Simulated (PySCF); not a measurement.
**C₇H₇OP: NMR shielding calculation**

- system: C₇H₇OP, SMILES CC(=O)c1ccccp1
- method: GIAO PBE0/pcSseg-1 NMR shielding, non-relativistic, gas phase (PySCF 2.14.0)

The geometry comes from this level: GFN2-xTB. Figures and captions count atoms from 1; the log counts them from 0 in places.

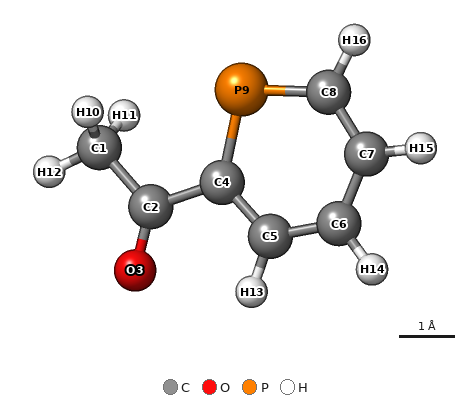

*The structure as given in the input (ball-and-stick view, seen at a tilt; atoms are numbered from 1 in the order of the input).*

Bond lengths as drawn: C–C 1.38 to 1.51 Å, C–H 1.08 to 1.09 Å, C–O 1.21 Å and C–P 1.73 to 1.75 Å.

## Key numbers

| quantity | value |
| --- | --- |
| outcome | converged |
| total energy | −686.937240 hartree |
| HOMO | −7.45 eV |
| LUMO | −2.34 eV |
| dipole moment | 2.79 D |
| isotropic shielding, C | −13.5 to 156.2 ppm |
| isotropic shielding, O | −303.4 ppm |
| isotropic shielding, P | 63.6 ppm |
| isotropic shielding, H | 22.4 to 29.3 ppm |
| hardware | 1 CPU thread, shared host |
| wall time | 1.8 min |
| peak memory | 0.86 GiB |

## Input file
```
{"job": {"kind": "nmr", "xc": "PBE0", "basis": "pcSseg-1"}, "charge": 0, "multiplicity": 1}
C     -2.702527     0.534491     0.565898
C     -1.792606    -0.423717    -0.158625
O     -2.217742    -1.372975    -0.779077
C     -0.336911    -0.140324    -0.071263
C      0.516304    -1.015102    -0.736170
C      1.892151    -0.902662    -0.761183
C      2.567029     0.120434    -0.108851
C      1.928382     1.104442     0.614673
P      0.215503     1.246987     0.840933
H     -2.459697     0.545852     1.626805
H     -2.567348     1.541052     0.174525
H     -3.736810     0.227966     0.432436
H      0.043218    -1.833809    -1.264091
H      2.464235    -1.637455    -1.308533
H      3.647625     0.146247    -0.171778
H      2.531594     1.867517     1.092888
```

The first line tells a small driver script what to run in PySCF; the rest is the geometry in Å.

Command:
```bash
OMP_NUM_THREADS=1 python <driver script> task.json out
```

## What the program printed
```
coarse grid: 14656 points
cycle   1  E = -686.7374966952  dE =  1.564e+00  |g| = 8.023e-01  |ddm| = 4.093e+00
cycle   2  E = -686.3132389209  dE =  4.243e-01  |g| = 1.652e+00  |ddm| = 3.298e+00
cycle   3  E = -686.8646653699  dE = -5.514e-01  |g| = 1.733e-01  |ddm| = 2.669e+00
cycle   4  E = -686.8710581529  dE = -6.393e-03  |g| = 6.947e-02  |ddm| = 2.464e-01
cycle   5  E = -686.8720746829  dE = -1.017e-03  |g| = 2.608e-02  |ddm| = 1.053e-01
cycle   6  E = -686.8722513077  dE = -1.766e-04  |g| = 7.103e-03  |ddm| = 3.521e-02
cycle   7  E = -686.8722619819  dE = -1.067e-05  |g| = 3.234e-03  |ddm| = 9.873e-03
cycle   8  E = -686.8722647627  dE = -2.781e-06  |g| = 7.336e-04  |ddm| = 3.990e-03
final grid: 139200 points
cycle   9  E = -686.9372056527  dE = -1.848e-05  |g| = 1.246e-02  |ddm| = 4.115e-02
cycle  10  E = -686.9371246215  dE =  8.103e-05  |g| = 2.351e-02  |ddm| = 3.603e-02
cycle  11  E = -686.9372386125  dE = -1.140e-04  |g| = 2.393e-03  |ddm| = 2.589e-02
cycle  12  E = -686.9372397743  dE = -1.162e-06  |g| = 4.539e-04  |ddm| = 2.701e-03
cycle  13  E = -686.9372398313  dE = -5.707e-08  |g| = 2.109e-04  |ddm| = 9.433e-04
cycle  14  E = -686.9372398435  dE = -1.217e-08  |g| = 5.106e-05  |ddm| = 2.526e-04
cycle  15  E = -686.9372398441  dE = -5.650e-10  |g| = 2.117e-05  |ddm| = 7.916e-05
```

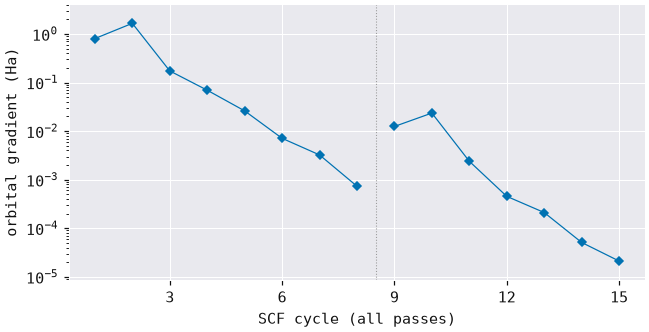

*Convergence of the self-consistent field: orbital gradient against the SCF cycle. The dotted line marks the change from a coarse to the final integration grid.*

The first 8 cycles use a coarse grid, the final grid takes over at cycle 9, and the field converges after 15 cycles in all.

```
converged SCF energy = -686.9372398441

GIAO shielding tensors (ppm)
atom      isotropic    diamagn.    paramagn.     s11        s22        s33       span
  0 C      156.198     252.621     -96.424    142.370    142.756    183.467     41.097
  1 C      -13.486     245.073    -258.559   -103.968    -35.182     98.692    202.659
  2 O     -303.356     401.294    -704.650   -904.138   -366.789    360.857   1264.995
  3 C       14.472     269.852    -255.380   -138.528     15.124    166.819    305.347
  4 C       45.397     253.519    -208.122    -65.016     13.059    188.149    253.165
  5 C       51.943     255.536    -203.593    -51.674     31.404    176.098    227.773
  6 C       45.443     254.264    -208.821    -69.996     25.940    180.384    250.380
  7 C       23.223     264.767    -241.545   -141.688     30.216    181.140    322.827
  8 P       63.575     969.656    -906.080   -283.706    -37.998    512.430    796.136
  9 H       28.480      29.790      -1.310     24.094     29.637     31.707      7.613
 10 H       28.485      29.788      -1.303     24.106     29.633     31.717      7.611
 11 H       29.322      27.260       2.062     25.404     28.018     34.543      9.138
 12 H       22.468      33.151     -10.682     17.494     22.832     27.079      9.585
 13 H       23.710      30.446      -6.736     19.800     24.353     26.977      7.176
 14 H       23.485      29.067      -5.583     19.625     23.787     27.043      7.418
 15 H       22.411      30.422      -8.012     19.581     20.500     27.151      7.570
```

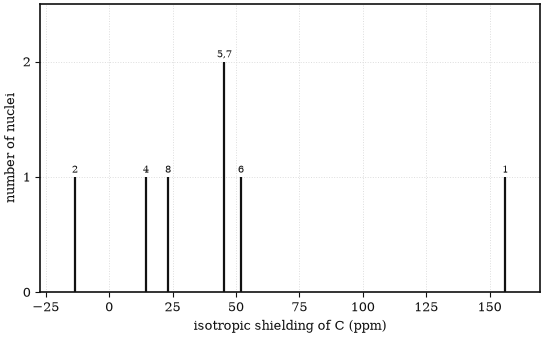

*Isotropic shieldings of the carbon nuclei in this fixed geometry, labelled by atom number; shielding grows to the right, so chemical shift grows to the left.*

The least shielded is C2 (−13.5 ppm), the most shielded C1 (156.2 ppm).

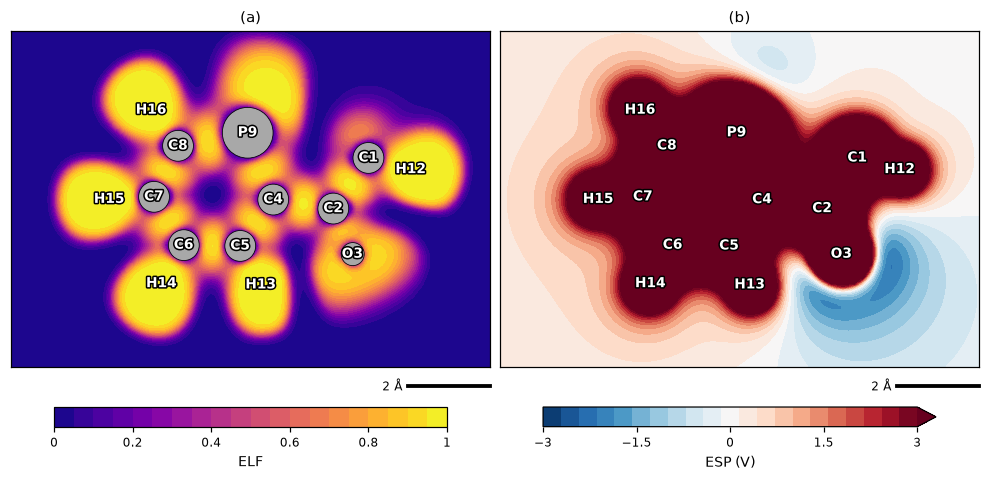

*(a) electron localisation function; (b) molecular electrostatic potential on the plane of atoms C4, C5 and C6. Grey discs, where drawn, cover atomic cores.*

The plane passes through C, O, P and H nuclei. C–O (1.21 Å): the ELF peaks at about 0.85 between the atoms (a double or triple bond). C–P (1.73 Å): the ELF peaks at about 0.95 between the atoms, which marks a covalent bond. C–H (1.08 Å): the ELF climbs to about 1 towards the hydrogen, as it does in any bond to H (a covalent bond by its length). C–C (1.49 Å): the ELF peaks at about 0.95 between the atoms (a shared electron pair).

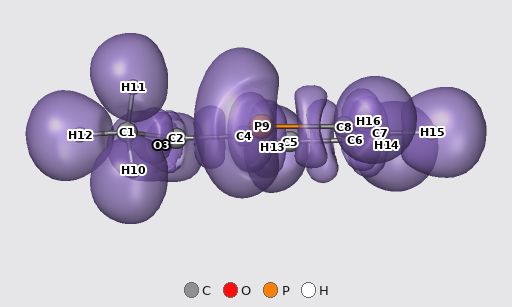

*Isosurface of the ELF at 0.75 (purple), seen from the side. Core shells and regions of very low density are left out.*

Along the contacts the grid gives the following. C–O (1.21 Å): the ELF peaks at about 0.85 between the atoms (a multiple bond by its length, whose ELF region spreads away from the axis). C–C (1.38 Å): the ELF peaks at about 0.95 between the atoms, which marks a covalent bond.
